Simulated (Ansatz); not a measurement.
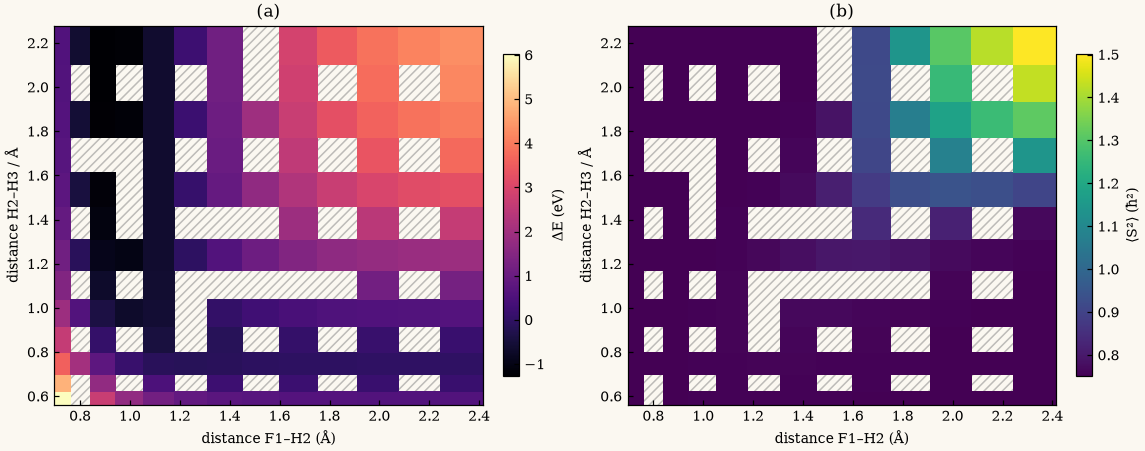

The system F + H₂, spin multiplicity 2. The first coordinate is: distance F1–H2; the second: distance H2–H3. Nothing is relaxed (the angle F1–H2–H3 is fixed at 140 degrees). The grid has 13 × 13 points. At 44 points there is no value. Points are written as (first, second). All energies are given in eV relative to F far from the relaxed HH (each part in its own basis). In part of the range the unrestricted reference is strongly spin-contaminated. Theory: UKS wB97X-V/aug-cc-pVTZ in Ansatz 0.2.0.

Panel (a) is the energy; panel (b) is the computed ⟨S²⟩, in ħ².

The picture shows one coloured cell a grid point, hatched blanks where no value was computed.

### How does the ⟨S²⟩ vary over the map, and what is it at the lowest grid point?

Leaving out the highest fifth of the energies, it runs from 0.75 ħ² at (0.728 Å, 2.192 Å) to 0.91 ħ² at (1.672 Å, 1.693 Å). At the lowest grid point, (0.884 Å, 2.192 Å), it is 0.75 ħ². That point lies on the edge of the scan.
